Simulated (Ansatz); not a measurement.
## Geometry relaxation, with input and output: NaH12BrO6 (part 1 of 2)

System: NaH12BrO6 (disordered cell, 20 atoms in the cell).
Method: DFT PBE-D3(BJ), scalar-relativistic, plane waves, PAW, no spin polarisation (Ansatz 0.2.0).

It belongs to a series of runs on one base structure; here: start relaxed. Figures and captions count atoms from 1; the log counts them from 0 in places.

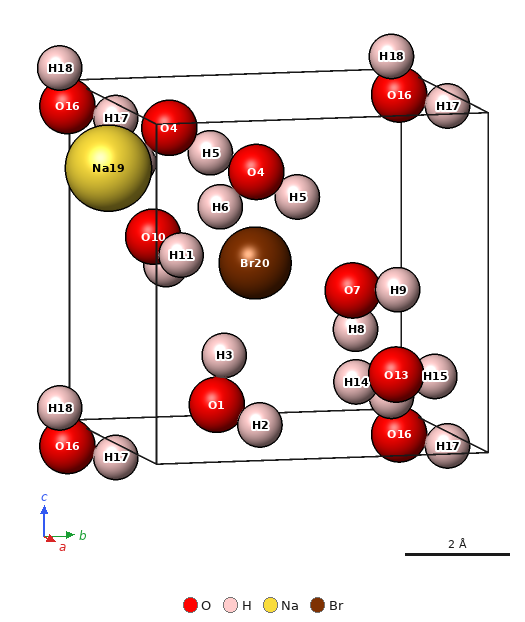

Figure 1. The structure as given in the input (spheres-only view of the cell of the calculation, seen slightly off an axis; atoms are numbered from 1 in the order of the input).

**Summary**

| quantity | value |
| --- | --- |
| outcome | converged |
| electrons treated | 64 |
| free energy | −7870.5242 eV |
| Fermi energy | −0.241 eV |
| final volume | 291.20 Å³ |
| largest force (length of the vector) at the end | 0.346 eV/Å |
| hardware | 1 thread of AMD EPYC (Zen 5), 24 GiB of memory available, shared host |
| wall time | 8.6 s |
| peak memory | 0.43 GiB |

**Remarks**

The input asks for low accuracy. The k-point mesh is coarse for a cell of this size, so the results may not be converged.

**The input**
```yaml
accuracy: low
crystal:
  lattice:
    - [6.628223, 0.0, 0.0]
    - [0.0, 6.628223, 0.0]
    - [0.0, 0.0, 6.628223]
  atoms:
    - { symbol: O, position: [0.4841094, 0.3172185, 0.0969316] }
    - { symbol: H, position: [0.568222, 0.4247929, 0.044912] }
    - { symbol: H, position: [0.4834618, 0.3395374, 0.241343] }
    - { symbol: O, position: [0.0144887, 0.2970167, 0.8514953] }
    - { symbol: H, position: [0.0144796, 0.4207448, 0.7737484] }
    - { symbol: H, position: [0.0012197, 0.1919774, 0.7507784] }
    - { symbol: O, position: [0.6363522, 0.6867922, 0.4405225] }
    - { symbol: H, position: [0.5644319, 0.7141346, 0.3162925] }
    - { symbol: H, position: [0.7314368, 0.7972215, 0.4513625] }
    - { symbol: O, position: [0.2962458, 0.1745452, 0.572035] }
    - { symbol: H, position: [0.4281554, 0.2239882, 0.5331961] }
    - { symbol: H, position: [0.2054573, 0.236786, 0.475927] }
    - { symbol: O, position: [0.9872595, 0.7258008, 0.2373215] }
    - { symbol: H, position: [0.8790224, 0.6331196, 0.2049465] }
    - { symbol: H, position: [0.9272356, 0.8578416, 0.2195572] }
    - { symbol: O, position: [0.1578937, 0.952232, 0.9457755] }
    - { symbol: H, position: [0.2158396, 1.0828342, 0.9151398] }
    - { symbol: H, position: [0.2264003, 0.910972, 1.0680771] }
    - { symbol: Na, position: [0.6970515, 0.9346685, 0.8338327] }
    - { symbol: Br, position: [0.7642671, 0.3591903, 0.5490705] }
basis:
  ecutwfc: 420.0
kpoints:
  mp_grid: { grid: [1, 1, 1] }
hamiltonian:
  xc: pbe
  dispersion: d3bj
scf:
  occupations: { method: fermi_dirac, width: 0.05 }
  lower_state_search: "off"
relax:
  f_tol: 0.3
  max_steps: 15
  adjacent_minimum: "off"
```

Launch command:
```bash
ansatz run input.yaml --threads 1 --pin off --max-ram 3072MiB --backend cpu --events-out ev --progress --plain --runs-dir out
```

**What the program printed**
```
Engine: ansatz 0.2.0, x86_64-unknown-linux-gnu
Pseudopotentials: kind: paw
Pseudopotential: O, paw, valence charge 6, recommended cutoff 420 eV (normal), O.paw.azcp
Pseudopotential: H, paw, valence charge 1, recommended cutoff 420 eV (normal), H.paw.azcp
Pseudopotential: Na, paw, valence charge 9, recommended cutoff 420 eV (normal), Na.paw.azcp
Pseudopotential: Br, paw, valence charge 7, recommended cutoff 420 eV (normal), Br.paw.azcp
Functional definition: PBE
  parameter kappa = 0.804
  parameter beta = 0.06672455060314922
  exchange = pbe_x(kappa = kappa, mu = beta*pi^2/3)
  correlation = pbe_c(beta = beta)
Crystal: 20 atoms, lattice volume = 291.200 Å³
Basis set: ecut = 420 eV, 5695 PW (Γ), exchange–correlation on 90×90×90 points (8 copies of the dense FFT grid, shifted against one another)
Bands: 52, of which v1, the nominal top of the filled ones, is band 32 counted from 1 (31 counted from 0)
Symmetry: 1 space group operations
Space group: P1 (ITA 1), of the structure as read, at distance tolerance 6.6e-5 Å
k-points: 1
Non-local potential: O, projectors of the file, l = 0: 2, l = 1: 2, l = 2: 1
Non-local potential: H, projectors of the file, l = 0: 2, l = 1: 1
Non-local potential: Na, projectors of the file, l = 0: 3, l = 1: 2, l = 2: 1
Non-local potential: Br, projectors of the file, l = 0: 2, l = 1: 2, l = 2: 2
PAW form: soft (Blöchl's): semilocal exchange-correlation on the pseudo side does not see the compensation charge
PAW one-centre angular grid: O, 110 points (default); XC on 64 Gauss nodes
PAW one-centre angular grid: H, 110 points (default); XC on 64 Gauss nodes
PAW one-centre angular grid: Na, 110 points (default); XC on 64 Gauss nodes
PAW one-centre angular grid: Br, 110 points (default); XC on 64 Gauss nodes
Initial density: superposition of atomic densities (neutral atoms: chi_scale 0, normalization atom), corrected by the library's trained network
Initial wavefunctions: pseudopotential atomic-orbital guess
Functional: x = pbe(κ = 0.804, μ = 0.2195149727645171), c = pbe(β = 0.06672455060314922)
SCF iter   1: F=—  HF=-7865.851232 eV  |F-HF|=—  |Δ(HF+E_count)|=         —  Δρ=4.68e-3  dr2=9.26e-2  ethr=1.77e-3  ⟨swp⟩=6.0  Hψ=237  notcnv=0  defer=10
preconditioner: auto → Resta (q_TF=auto, 2.119 Å⁻¹)  ε∞=2.4  [insulator: Δε(μ)=1.131 eV  Ē_g=12.036 eV  σ=0.050 eV  W_gap=1.00  n_scr=32 (ndim 8)  ℏωp=14.4 eV  f_vac=0.316  D(μ)=0.00/eV (n_scr^D=0)  ε∞_Penn≈2.4]
SCF iter   2: F=—  HF=-7865.824517 eV  |F-HF|=—  |Δ(HF+E_count)|=   2.67e-2  Δρ=2.31e-3  dr2=1.78e-2  ethr=1.45e-4  ⟨swp⟩=2.0  Hψ=87  notcnv=0  defer=14
SCF iter   3: F=—  HF=-7865.821177 eV  |F-HF|=—  |Δ(HF+E_count)|=   3.34e-3  Δρ=1.00e-3  dr2=4.49e-3  ethr=2.78e-5  ⟨swp⟩=2.0  Hψ=65  notcnv=0  defer=14
SCF iter   4: F=—  HF=-7865.820797 eV  |F-HF|=—  |Δ(HF+E_count)|=   3.80e-4  Δρ=3.14e-4  dr2=4.39e-4  ethr=7.01e-6  ⟨swp⟩=2.0  Hψ=65  notcnv=0  defer=14
SCF iter   5: F=—  HF=-7865.820942 eV  |F-HF|=—  |Δ(HF+E_count)|=   1.46e-4  Δρ=1.01e-4  dr2=3.69e-5  ethr=6.87e-7  ⟨swp⟩=2.0  Hψ=61  notcnv=0  defer=14
SCF iter   6: F=-7865.820955 eV  HF=-7865.820960 eV  |F-HF|=5.42e-6  |Δ(HF+E_count)|=   1.76e-5  Δρ=6.15e-5  dr2=8.96e-6  ethr=5.77e-8  ⟨swp⟩=4.0  Hψ=142  notcnv=0
SCF 1 converged in 6 iterations: F = -7865.820955 eV  dr2 = 8.96e-6
  greatest PAW one-centre occupation: 0.999 electrons in one spin orbital (limit 2), on the Na atom at site 18 (counted from 0), in its partial waves of l = 0
relax step   1: F+E_penalty+E_count = -7865.82095467 eV  Δ(F+E_penalty+E_count) = +0.000e0 eV  max|allowed force component| = 2.337e0 eV/Å  Δτ_max = 0.0000 Å  (6 SCF iters, dr2 threshold 1.00e-4 eV, accepted)
Initial density: handed on by an earlier stage of this run
Initial wavefunctions: those handed on with the density
iter 1 solved again at ethr=3.55e-4 eV; its pass at ethr=3.10e-3 eV (dr2=2.27e-1 eV) is discarded
SCF iter   1: F=—  HF=-7866.884231 eV  |F-HF|=—  |Δ(HF+E_count)|=         —  Δρ=1.42e-2  dr2=2.30e-1  ethr=3.55e-4  ⟨swp⟩=1.0  Hψ=235  notcnv=0  defer=7
preconditioner: auto → Resta (q_TF=auto, 2.119 Å⁻¹)  ε∞=2.5  [insulator: Δε(μ)=1.631 eV  Ē_g=11.986 eV  σ=0.050 eV  W_gap=1.00  n_scr=32 (ndim 8)  ℏωp=14.4 eV  f_vac=0.326  D(μ)=0.00/eV (n_scr^D=0)  ε∞_Penn≈2.5]
SCF iter   2: F=—  HF=-7866.850564 eV  |F-HF|=—  |Δ(HF+E_count)|=   3.37e-2  Δρ=7.10e-3  dr2=5.10e-2  ethr=3.55e-4  ⟨swp⟩=3.0  Hψ=73  notcnv=0  defer=7
SCF iter   3: F=—  HF=-7866.847707 eV  |F-HF|=—  |Δ(HF+E_count)|=   2.86e-3  Δρ=1.80e-3  dr2=6.98e-3  ethr=7.97e-5  ⟨swp⟩=2.0  Hψ=89  notcnv=0  defer=14
SCF iter   4: F=—  HF=-7866.846164 eV  |F-HF|=—  |Δ(HF+E_count)|=   1.54e-3  Δρ=3.84e-4  dr2=4.70e-4  ethr=1.09e-5  ⟨swp⟩=2.0  Hψ=63  notcnv=0  defer=14
SCF iter   5: F=—  HF=-7866.846212 eV  |F-HF|=—  |Δ(HF+E_count)|=   4.79e-5  Δρ=1.17e-4  dr2=5.31e-5  ethr=1.56e-7  ⟨swp⟩=3.0  Hψ=176  notcnv=0
SCF iter   6: F=-7866.846236 eV  HF=-7866.846240 eV  |F-HF|=4.12e-6  |Δ(HF+E_count)|=   2.79e-5  Δρ=5.89e-5  dr2=8.25e-6  ethr=8.30e-8  ⟨swp⟩=4.0  Hψ=139  notcnv=0
SCF 2 converged in 6 iterations: F = -7866.846236 eV  dr2 = 8.25e-6
relax step   2: F+E_penalty+E_count = -7866.84623608 eV  Δ(F+E_penalty+E_count) = -1.025e0 eV  max|allowed force component| = 1.422e0 eV/Å  Δτ_max = 0.1949 Å  (6 SCF iters, dr2 threshold 1.00e-4 eV, accepted)
iter 1 solved again at ethr=7.57e-4 eV; its pass at ethr=3.10e-3 eV (dr2=4.85e-1 eV) is discarded
SCF iter   1: F=—  HF=-7867.685260 eV  |F-HF|=—  |Δ(HF+E_count)|=         —  Δρ=1.98e-2  dr2=4.89e-1  ethr=7.57e-4  ⟨swp⟩=1.0  Hψ=240  notcnv=0  defer=6
preconditioner: auto → Resta (q_TF=auto, 2.119 Å⁻¹)  ε∞=2.4  [insulator: Δε(μ)=2.347 eV  Ē_g=12.035 eV  σ=0.050 eV  W_gap=1.00  n_scr=32 (ndim 8)  ℏωp=14.4 eV  f_vac=0.321  D(μ)=0.00/eV (n_scr^D=0)  ε∞_Penn≈2.4]
SCF iter   2: F=—  HF=-7867.586907 eV  |F-HF|=—  |Δ(HF+E_count)|=   9.84e-2  Δρ=9.88e-3  dr2=1.18e-1  ethr=7.57e-4  ⟨swp⟩=2.0  Hψ=73  notcnv=0  defer=6
SCF iter   3: F=—  HF=-7867.565741 eV  |F-HF|=—  |Δ(HF+E_count)|=   2.12e-2  Δρ=2.55e-3  dr2=1.42e-2  ethr=1.84e-4  ⟨swp⟩=2.0  Hψ=75  notcnv=0  defer=13
SCF iter   4: F=—  HF=-7867.562312 eV  |F-HF|=—  |Δ(HF+E_count)|=   3.43e-3  Δρ=4.89e-4  dr2=7.77e-4  ethr=2.21e-5  ⟨swp⟩=2.0  Hψ=77  notcnv=0  defer=14
SCF iter   5: F=—  HF=-7867.562414 eV  |F-HF|=—  |Δ(HF+E_count)|=   1.02e-4  Δρ=1.61e-4  dr2=9.66e-5  ethr=1.21e-6  ⟨swp⟩=2.0  Hψ=86  notcnv=0  defer=14
SCF iter   6: F=-7867.562461 eV  HF=-7867.562462 eV  |F-HF|=1.21e-6  |Δ(HF+E_count)|=   4.87e-5  Δρ=4.69e-5  dr2=5.87e-6  ethr=1.51e-7  ⟨swp⟩=4.0  Hψ=142  notcnv=0
[...]
relax step   3: F+E_penalty+E_count = -7867.56246115 eV  Δ(F+E_penalty+E_count) = -7.162e-1 eV  max|allowed force component| = 1.432e0 eV/Å  Δτ_max = 0.1949 Å  (6 SCF iters, dr2 threshold 1.00e-4 eV, accepted)
preconditioner: auto → Resta (q_TF=auto, 2.119 Å⁻¹)  ε∞=2.4  [insulator: Δε(μ)=2.770 eV  Ē_g=12.166 eV  σ=0.050 eV  W_gap=1.00  n_scr=32 (ndim 8)  ℏωp=14.4 eV  f_vac=0.318  D(μ)=0.00/eV (n_scr^D=0)  ε∞_Penn≈2.4  vacuum switching on, ρ_ref=1.1e-2 e/Å³]
relax step   4: F+E_penalty+E_count = -7868.06829032 eV  Δ(F+E_penalty+E_count) = -5.058e-1 eV  max|allowed force component| = 1.457e0 eV/Å  Δτ_max = 0.1912 Å  (6 SCF iters, dr2 threshold 1.00e-4 eV, accepted)
preconditioner: auto → Resta (q_TF=auto, 2.119 Å⁻¹)  ε∞=2.4  [insulator: Δε(μ)=2.899 eV  Ē_g=12.279 eV  σ=0.050 eV  W_gap=1.00  n_scr=32 (ndim 8)  ℏωp=14.4 eV  f_vac=0.316  D(μ)=0.00/eV (n_scr^D=0)  ε∞_Penn≈2.4  vacuum switching on, ρ_ref=1.1e-2 e/Å³]
relax step   5: F+E_penalty+E_count = -7868.53217470 eV  Δ(F+E_penalty+E_count) = -4.639e-1 eV  max|allowed force component| = 1.193e0 eV/Å  Δτ_max = 0.1959 Å  (6 SCF iters, dr2 threshold 1.00e-4 eV, accepted)
preconditioner: auto → Resta (q_TF=auto, 2.119 Å⁻¹)  ε∞=2.4  [insulator: Δε(μ)=2.921 eV  Ē_g=12.394 eV  σ=0.050 eV  W_gap=1.00  n_scr=32 (ndim 8)  ℏωp=14.4 eV  f_vac=0.317  D(μ)=0.00/eV (n_scr^D=0)  ε∞_Penn≈2.4]
relax step   6: F+E_penalty+E_count = -7868.91430871 eV  Δ(F+E_penalty+E_count) = -3.821e-1 eV  max|allowed force component| = 1.275e0 eV/Å  Δτ_max = 0.1950 Å  (6 SCF iters, dr2 threshold 1.00e-4 eV, accepted)
preconditioner: auto → Resta (q_TF=auto, 2.119 Å⁻¹)  ε∞=2.3  [insulator: Δε(μ)=2.965 eV  Ē_g=12.486 eV  σ=0.050 eV  W_gap=1.00  n_scr=32 (ndim 8)  ℏωp=14.4 eV  f_vac=0.321  D(μ)=0.00/eV (n_scr^D=0)  ε∞_Penn≈2.3  vacuum switching on, ρ_ref=1.1e-2 e/Å³]
relax step   7: F+E_penalty+E_count = -7869.24008415 eV  Δ(F+E_penalty+E_count) = -3.258e-1 eV  max|allowed force component| = 8.632e-1 eV/Å  Δτ_max = 0.1956 Å  (6 SCF iters, dr2 threshold 1.00e-4 eV, accepted)
preconditioner: auto → Resta (q_TF=auto, 2.119 Å⁻¹)  ε∞=2.3  [insulator: Δε(μ)=3.006 eV  Ē_g=12.556 eV  σ=0.050 eV  W_gap=1.00  n_scr=32 (ndim 8)  ℏωp=14.4 eV  f_vac=0.325  D(μ)=0.00/eV (n_scr^D=0)  ε∞_Penn≈2.3  vacuum switching on, ρ_ref=1.1e-2 e/Å³]
relax step   8: F+E_penalty+E_count = -7869.52943711 eV  Δ(F+E_penalty+E_count) = -2.894e-1 eV  max|allowed force component| = 5.049e-1 eV/Å  Δτ_max = 0.1950 Å  (6 SCF iters, dr2 threshold 1.00e-4 eV, accepted)
preconditioner: auto → Resta (q_TF=auto, 2.119 Å⁻¹)  ε∞=2.3  [insulator: Δε(μ)=3.019 eV  Ē_g=12.589 eV  σ=0.050 eV  W_gap=1.00  n_scr=32 (ndim 8)  ℏωp=14.4 eV  f_vac=0.328  D(μ)=0.00/eV (n_scr^D=0)  ε∞_Penn≈2.3  vacuum switching on, ρ_ref=1.1e-2 e/Å³]
relax step   9: F+E_penalty+E_count = -7869.77043139 eV  Δ(F+E_penalty+E_count) = -2.410e-1 eV  max|allowed force component| = 3.893e-1 eV/Å  Δτ_max = 0.1908 Å  (8 SCF iters, accepted)
preconditioner: auto → Resta (q_TF=auto, 2.119 Å⁻¹)  ε∞=2.3  [insulator: Δε(μ)=3.076 eV  Ē_g=12.576 eV  σ=0.050 eV  W_gap=1.00  n_scr=32 (ndim 8)  ℏωp=14.4 eV  f_vac=0.329  D(μ)=0.00/eV (n_scr^D=0)  ε∞_Penn≈2.3]
relax step  10: F+E_penalty+E_count = -7870.03384860 eV  Δ(F+E_penalty+E_count) = -2.634e-1 eV  max|allowed force component| = 5.790e-1 eV/Å  Δτ_max = 0.2000 Å  (9 SCF iters, accepted)
preconditioner: auto → Resta (q_TF=auto, 2.119 Å⁻¹)  ε∞=2.1  [insulator: Δε(μ)=3.214 eV  Ē_g=15.836 eV  σ=0.050 eV  W_gap=1.00  n_scr=32 (ndim 8)  ℏωp=16.3 eV  f_vac=0.328  D(μ)=0.00/eV (n_scr^D=0)  ε∞_Penn≈2.1]
relax step  11: F+E_penalty+E_count = -7870.22170162 eV  Δ(F+E_penalty+E_count) = -1.879e-1 eV  max|allowed force component| = 1.222e0 eV/Å  Δτ_max = 0.1945 Å  (6 SCF iters, dr2 threshold 1.00e-4 eV, accepted)
preconditioner: auto → Resta (q_TF=auto, 2.119 Å⁻¹)  ε∞=2.0  [insulator: Δε(μ)=3.400 eV  Ē_g=15.927 eV  σ=0.050 eV  W_gap=1.00  n_scr=32 (ndim 8)  ℏωp=16.3 eV  f_vac=0.327  D(μ)=0.00/eV (n_scr^D=0)  ε∞_Penn≈2.0  vacuum switching on, ρ_ref=1.8e-2 e/Å³]
relax step  12: F+E_penalty+E_count = -7870.38334167 eV  Δ(F+E_penalty+E_count) = -1.616e-1 eV  max|allowed force component| = 8.868e-1 eV/Å  Δτ_max = 0.2000 Å  (6 SCF iters, dr2 threshold 1.00e-4 eV, accepted)
preconditioner: auto → Resta (q_TF=auto, 2.119 Å⁻¹)  ε∞=2.0  [insulator: Δε(μ)=3.461 eV  Ē_g=15.987 eV  σ=0.050 eV  W_gap=1.00  n_scr=32 (ndim 8)  ℏωp=16.3 eV  f_vac=0.326  D(μ)=0.00/eV (n_scr^D=0)  ε∞_Penn≈2.0]
relax step  13: F+E_penalty+E_count = -7870.52420602 eV  Δ(F+E_penalty+E_count) = -1.409e-1 eV  max|allowed force component| = 2.741e-1 eV/Å  Δτ_max = 0.1941 Å  (6 SCF iters, dr2 threshold 1.00e-4 eV, accepted)
preconditioner: auto → Resta (q_TF=auto, 2.119 Å⁻¹)  ε∞=2.0  [insulator: Δε(μ)=3.471 eV  Ē_g=15.958 eV  σ=0.050 eV  W_gap=1.00  n_scr=32 (ndim 8)  ℏωp=16.3 eV  f_vac=0.327  D(μ)=0.00/eV (n_scr^D=0)  ε∞_Penn≈2.0]
relax step  14: F+E_penalty+E_count = -7870.52421493 eV  Δ(F+E_penalty+E_count) = -8.907e-6 eV  max|allowed force component| = 2.736e-1 eV/Å  Δτ_max = 0.0000 Å  (4 SCF iters, accepted)
```

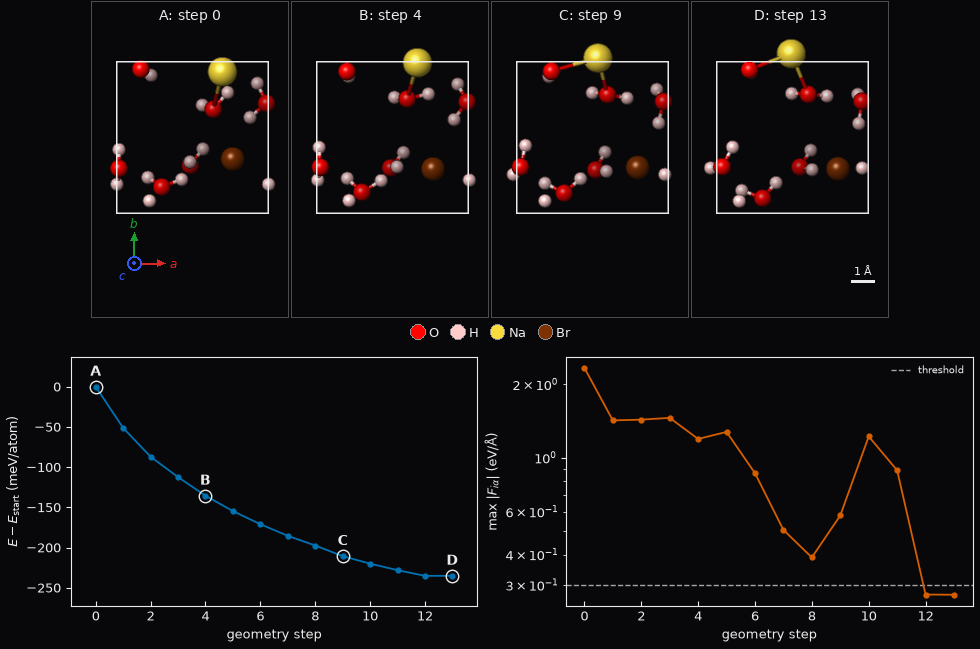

Figure 2. Frames of the relaxation (ball-and-stick view of the cell of the calculation, along the c axis) above the curves, on which the letters mark them (the first geometry is step 0 here and step 1 in the log).

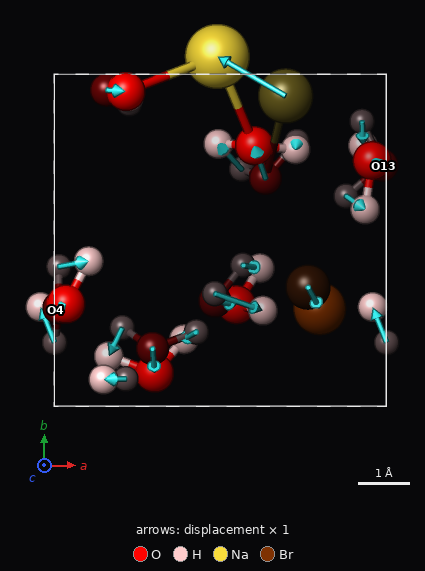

Figure 3. Start (faint) and end (solid) with the displacements as teal arrows, at true length (ball-and-stick view of the cell of the calculation, along the c axis). The largest move is that of Na19, 1.63 Å. Largest moves by element: Na 1.63 Å, H 1.29 Å, O 1.15 Å, Br 0.86 Å. The cell stays as it was. Among the contacts that change: O16–Na19 3.652 → 2.381 Å, O10–Na19 3.549 → 2.392 Å, O1–Na19 3.386 → 2.348 Å, O7–Na19 3.108 → 2.309 Å. New bonds form: O10–Na19 (3.55 → 2.39 Å), O16–Na19 (3.65 → 2.38 Å), O1–Na19 (3.39 → 2.35 Å), O7–Na19 (3.11 → 2.31 Å). Among the angles that change: H9–O7–Na19 56.9° → 128.7°, H8–O7–Na19 132.7° → 95.9°, O7–Na19–Br20 89.4° → 79.4°. After 13 geometry steps the energy has fallen by 235 meV per atom. Largest force component: 2.3 eV/Å at the start, 0.27 eV/Å at the end. (Atoms are counted from 1 in the order of the input.)

```
Free energy (F): -7870.524215 eV
Harris-Foulkes:  -7870.524215 eV  (|F-HF|=1.79e-8)
Internal energy: -7870.524215 eV  (E = F + TS)
E sigma→0 (E₀):  -7870.524215 eV
Fermi energy:    -0.240824 eV
--- Per-component energies (eV) ---
  E_band       = -763.355447
[...]
  E_kinetic    = 1469.989257
  E_local      = -6105.969085  (includes V_loc(G=0)·N_el)
  E_nonlocal   = 494.896901
  E_hartree    = 2253.103247
  E_xc         = -849.190441
  E_vxc        = -850.822583  (∫ρ·V_xc dr)
  E_paw        = -3468.081245  (= ΣΔE_a)
  E_vpaw       = -277.647968  (= ΣTr[D̂ρ^β])
  E_aug_tail   = 0.000499  (compensation charges beyond the density's cutoff)
  E_ewald      = -1664.488923
  E_disp       = -0.784424  (pairwise vdW)
  E_smearing   = -0.000000  (= −TS)
  E_closure    = 0.000000  (closes the sum)
  Σ components = -7870.524215   (vs F -7870.524215, Δ=0.00e0)
--- Forces (eV/Å), atoms counted from 1 ---
  atom   1  O      0.17745669     0.11612702     0.01452803
  atom   2  H     -0.06437341    -0.06393531     0.01083752
  atom   3  H     -0.05035624     0.01027320    -0.09952176
  atom   4  O     -0.14585283     0.15385792    -0.27362888
  atom   5  H      0.05654255    -0.12058191     0.08828155
  atom   6  H      0.14909465    -0.00141339     0.16452663
  atom   7  O      0.03867017    -0.00909699     0.06050230
  atom   8  H      0.05195713     0.00086137     0.02341028
  atom   9  H     -0.07285413     0.02525756     0.00362011
  atom  10  O     -0.05248082     0.16101341    -0.19931368
  atom  11  H     -0.12318594    -0.14507768     0.01679018
  atom  12  H      0.11417563    -0.09475730     0.07937138
  atom  13  O     -0.07728124     0.01390026    -0.24430054
  atom  14  H     -0.01900288     0.01064706     0.08392527
  atom  15  H      0.09539592    -0.05483991     0.20467953
  atom  16  O     -0.12615454     0.15288390     0.17865642
  atom  17  H      0.04997424    -0.15303872    -0.03859595
  atom  18  H      0.03644477     0.02933855    -0.09017813
  atom  19  Na    -0.04690159    -0.00025605    -0.00030447
  atom  20  Br     0.00863745    -0.03113268     0.01667784
  max |Σ_I F_I| component: 9.44e-5 eV/Å
```
